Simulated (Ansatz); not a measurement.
# AlFH6NOSi (doublet): what the fields show

Input file:

```
crystal:
  periodic: [false, false, false]
  atoms:
    - {symbol: Al, position_ang: [-1.306365, -0.222737, 0.505416]}
    - {symbol: O, position_ang: [-0.104401, 0.142502, -0.663877]}
    - {symbol: Si, position_ang: [0.504669, 0.504049, -2.118418]}
    - {symbol: F, position_ang: [-1.922026, 1.090082, 1.347346]}
    - {symbol: H, position_ang: [0.600247, -1.547580, 1.697535]}
    - {symbol: N, position_ang: [-0.009571, -0.787981, 1.982467]}
    - {symbol: H, position_ang: [0.719806, 1.970962, -2.260006]}
    - {symbol: H, position_ang: [-0.394455, 0.057647, -3.219616]}
    - {symbol: H, position_ang: [1.821793, -0.171748, -2.297379]}
    - {symbol: H, position_ang: [0.572183, 0.021973, 2.186847]}
    - {symbol: H, position_ang: [-0.481879, -1.057069, 2.839587]}
basis:
  gaussian: {orbitals: def2-TZVPP}
magnetization: {spin_polarized: true, initial_magnetization: 1}
hamiltonian: {xc: pbe0, dispersion: d4}
output: {orbitals: {seedname: orbitals}}
```

Run with:

```sh
ansatz run in.yaml --threads 4 --pin off --events-out ev --progress --plain --max-ram 63488MiB --backend cpu
```

The reactant side of a reaction path; geometry: PBE0-D4/def2-TZVP.

The calculation used Ansatz, UKS PBE0-D4/def2-TZVPP.

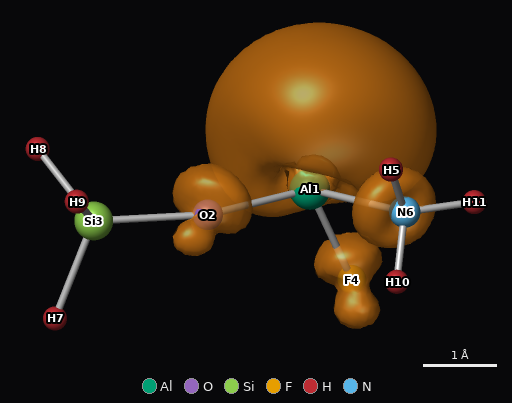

Figure 1. Isosurfaces of the spin density at +0.015 (orange) and −0.015 e/Å³ (purple), seen from one side.

Where is the unpaired spin?

Answer. The unpaired spin (1 electron) lies mostly on Al1 (about 0.8), in electrons by Hirshfeld's partition.

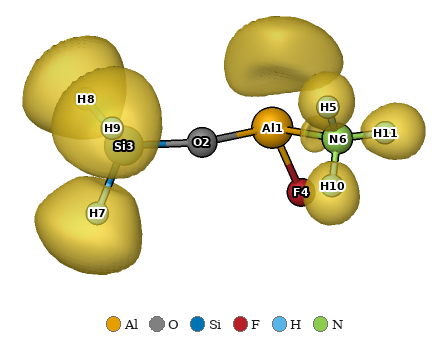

Figure 2. Isosurface of the electron localisation function at 0.9 (yellow), seen from one side. Core shells and regions of very low density are left out.

What do the ELF domains correspond to?

Answer. At this value the surface marks out six regions around hydrogen nuclei, one lobe of the valence shell of N pointing towards Al and one lobe on Al, pointing away from the bonds (non-bonding electrons). Along the contacts the grid gives the following. Si–O (1.62 Å): the ELF peaks at about 0.85 between the atoms; a short, strongly polar bond. Al–F (1.68 Å): the ELF peaks at about 0.85 in the valence shell of F, 0.5 Å from its nucleus, and is about 0.35 at the midpoint.

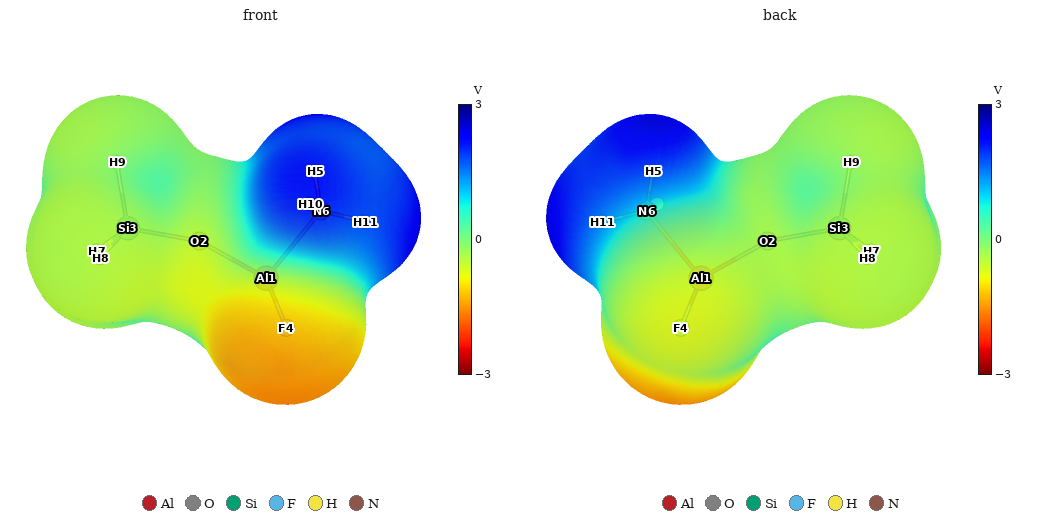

Figure 3. The molecular electrostatic potential painted on the density surface at 0.001 e/bohr³, seen from the front and from behind; the colour scale runs from red (negative) to blue (positive).

Which sites attract a positive test charge, and which a negative one?

Answer. A positive charge is drawn to the negative regions and a negative charge to the positive ones. The most negative region (about −1.6 V) lies over F4, the most positive (about +2.4 V) over H5 and H11.

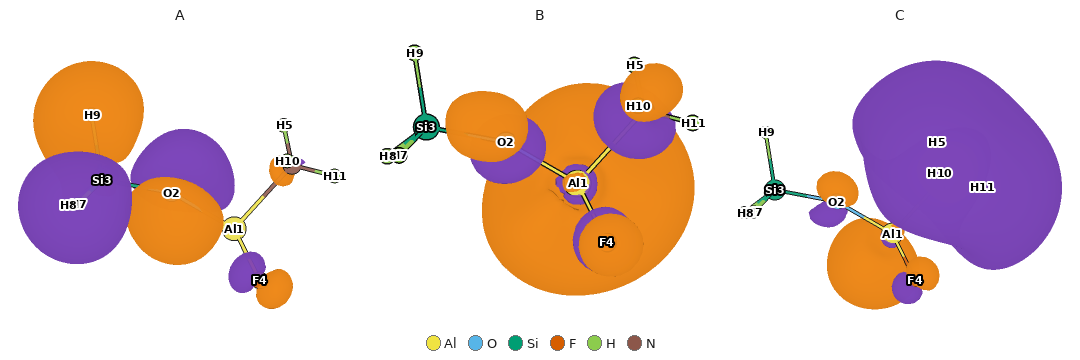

Figure 4. Three frontier orbitals at ±0.06 Å⁻³ᐟ² (orange and purple are the two phases), in no order.

Order the three orbitals by energy and name them. All are α orbitals.

Answer. A is the HOMO−1 (α) (−8.27 eV). It lies mainly on O2 (about 35 %), Si3 (about 25 %), H7 (about 20 %) and H9 (about 15 %). B is the HOMO (α) (−4.97 eV). It lies mainly on Al1 (about 80 %). C is the LUMO (α) (−0.20 eV). By Hirshfeld shares it lies mainly on Al1 (about 20 %), H5 (about 20 %), H11 (about 20 %), H10 (about 15 %) and N6 (about 15 %).

What is the gap between the highest occupied and lowest empty α orbitals?

Answer. 4.77 eV between the orbital energies.
